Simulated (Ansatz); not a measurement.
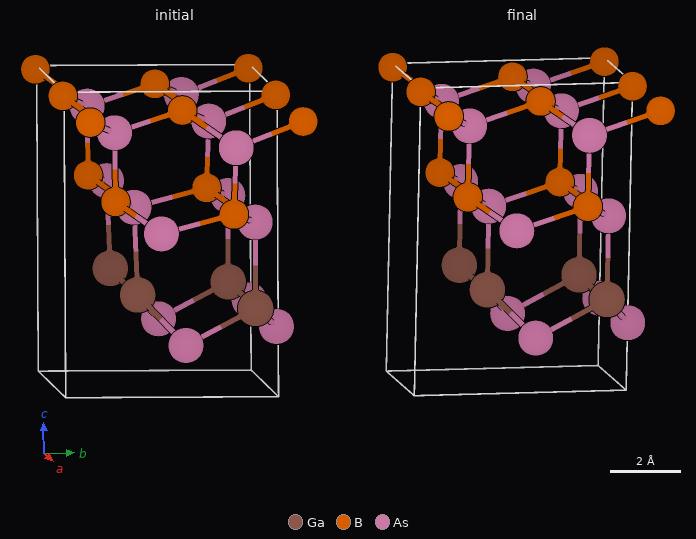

The structure of solid GaB₂As₃ (a generated structure, set up in P1) (coarse preliminary run) before (left) and after (right) a relaxation, at one scale.

A ball-and-stick model of the cell of the calculation, repeated 2 × 1 × 1 with one cell outlined, seen slightly off an axis.

Theory: Ansatz, DFT PBE, scalar-relativistic, plane waves, PAW.

Input file:
```yaml
crystal:
  lattice:
    - [1.8695648186, -3.167715439, 0.044650356]
    - [-5.4716481256, -3.0885917034, 0.1411030609]
    - [0.12039829, 0.1982272923, -8.9230860326]
  atoms:
    - { symbol: Ga, position: [0.5053252635, 0.8296762223, 0.333448242] }
    - { symbol: Ga, position: [0.0206081579, 0.33816791, 0.3368457599] }
    - { symbol: B, position: [0.4957119301, 0.4912456726, 0.9816038682] }
    - { symbol: B, position: [0.9905105517, -0.0045447915, 0.9868971601] }
    - { symbol: B, position: [-0.0280588921, 0.6704490089, 0.6821720637] }
    - { symbol: B, position: [0.5124344786, 0.1733868453, 0.6851602883] }
    - { symbol: As, position: [0.0147675716, 0.9900412898, 0.2311933103] }
    - { symbol: As, position: [0.5079425124, 0.501282154, 0.2136865817] }
    - { symbol: As, position: [0.4859382501, 0.8325494707, 0.6141399516] }
    - { symbol: As, position: [0.0061886381, 0.3248780505, 0.6226851262] }
    - { symbol: As, position: [-0.003933931, 0.6796278924, 0.9026157146] }
    - { symbol: As, position: [0.4925654691, 0.1732402751, 0.9095519333] }
basis:
  ecutwfc: 420
kpoints:
  mp_grid: { grid: [6, 4, 4] }
hamiltonian:
  xc: pbe
scf:
  occupations: { method: gaussian, width: 0.2 }
  lower_state_search: "off"
output:
  forces: true
  stress: true
  eigenvalues: true
relax:
  adjacent_minimum: "off"
  f_tol: 0.025
  max_steps: 60
  cell: { stress_tol: 0.25 }
```

Command:
```bash
ansatz run input.yaml --threads 1 --pin off --max-ram 2560MiB --backend cpu --events-out ev --progress --plain --runs-dir out
```

### What changed between the two?

The run was cut off at its time limit before the relaxation converged, so the last structure is only a point on the way. The energy falls by 65.8 meV per atom in 2 geometry steps. Largest force component: 2 eV/Å at the start, 0.17 eV/Å at the end. Pressure: 0.06 GPa at the start and 0.07 GPa at the end. As7 moves most relative to the cell: 0.14 Å along [−1 1 −1]. By element the largest moves are As 0.14 Å, B 0.10 Å, Ga 0.07 Å. Cell: a 3.679 → 3.607 Å (−1.9 %), b 6.285 → 6.236 Å (−0.8 %), c 8.926 → 9.001 Å (+0.8 %), α 92.6° → 89.9°, β 91.4° → 90.0°, γ 91.1° → 90.0°. Volume −1.7 %. Some distances before and after: B3–As11 2.318 → 2.186 Å, B5–As11 1.966 → 2.088 Å, Ga2–As10 2.558 → 2.444 Å, B3–As12 2.071 → 2.180 Å. Among the angles between lasting bonds that change: As7–Ga2–As10 109.3° → 117.2°, Ga2–As10–B5 99.6° → 107.3°, Ga2–As7–B4 110.2° → 117.5°. The space group stays P1 (No. 1).
